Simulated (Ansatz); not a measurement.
System: H2Li, doublet: collinear Li-H-H surface. Scanned: Li-H distance and H-H distance.

Cartesian coordinates as functions of the variables (Å; names that start with a are angles):
```
Li  0  0  -r1
H  0  0  0
H  0  0  r2
```

Method: unrestricted PBE/cc-pVQZ (Ansatz, an electronic-structure program).

Energy in kJ/mol above the lowest grid point; x is the Li-H distance (Å), y the H-H distance (Å).

| y \ x | 1.36 | 1.47 | 1.60 | 1.73 | 1.87 | 2.01 | 2.22 | 2.38 | 2.71 | 2.96 | 3.49 | 4.08 | 4.64 |
|---|---|---|---|---|---|---|---|---|---|---|---|---|---|
| 2.15 | 233.0 | 215.0 | 208.1 | 211.4 | 221.9 | 236.6 | 262.5 | 282.7 | 320.9 | 344.4 | 378.9 | 400.0 | 410.2 |
| 1.77 | 226.3 | 207.0 | 198.3 | 199.4 | 207.3 | 219.1 | 239.6 | 255.4 | 284.5 | 302.2 | 329.1 | 346.6 | 356.1 |
| 1.49 | 214.6 | 192.4 | 179.8 | 176.6 | 179.5 | 186.0 | 198.5 | 208.5 | 226.8 | 238.0 | 254.7 | 265.4 | 270.9 |
| 1.36 | 202.7 | 178.6 | 163.4 | 157.5 | 157.3 | 160.8 | 169.1 | 176.0 | 189.1 | 197.2 | 209.2 | 216.7 | 220.4 |
| 1.24 | 185.5 | 159.8 | 142.3 | 133.9 | 130.9 | 131.6 | 135.9 | 140.1 | 148.5 | 153.9 | 161.9 | 166.8 | 169.1 |
| 1.12 | 162.2 | 135.2 | 115.8 | 105.1 | 99.5 | 97.6 | 98.2 | 99.9 | 104.1 | 107.0 | 111.6 | 114.4 | 115.8 |
| 1.04 | 143.6 | 116.2 | 95.8 | 83.9 | 76.8 | 73.4 | 71.9 | 72.1 | 73.9 | 75.4 | 78.2 | 80.0 | 80.9 |
| 0.92 | 113.9 | 86.8 | 65.8 | 52.6 | 44.0 | 38.9 | 34.9 | 33.4 | 32.4 | 32.4 | 33.0 | 33.8 | 34.3 |
| 0.86 | 100.5 | 74.0 | 53.1 | 39.8 | 30.8 | 25.1 | 20.3 | 18.2 | 16.1 | 15.5 | 15.4 | 15.7 | 16.0 |
| 0.79 | 89.7 | 64.2 | 43.9 | 30.8 | 21.5 | 15.5 | 10.0 | 7.4 | 4.3 | 3.2 | 2.3 | 2.3 | 2.5 |
| 0.75 | 87.8 | 62.9 | 43.2 | 30.2 | 21.0 | 14.9 | 9.1 | 6.3 | 2.8 | 1.4 | 0.2 | 0.0 | 0.1 |
| 0.69 | 94.4 | 70.5 | 51.5 | 39.0 | 29.9 | 23.8 | 17.8 | 14.8 | 10.8 | 9.1 | 7.4 | 7.0 | 7.0 |
| 0.63 | 117.8 | 94.8 | 76.7 | 64.6 | 55.9 | 49.9 | 43.9 | 40.7 | 36.3 | 34.4 | 32.4 | 31.8 | 31.7 |

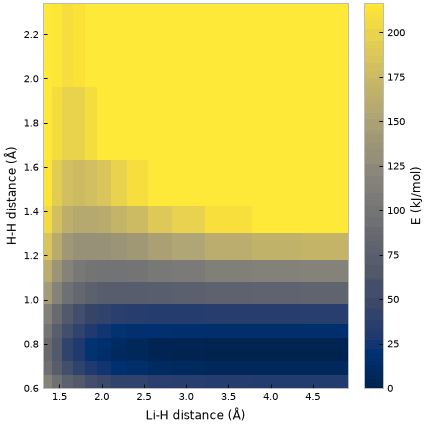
Fig. 1. Energy surface, cut off at 216 kJ/mol.

Points that lie below all their neighbours on the grid: x = 4.08, y = 0.75 (0.0 kJ/mol).
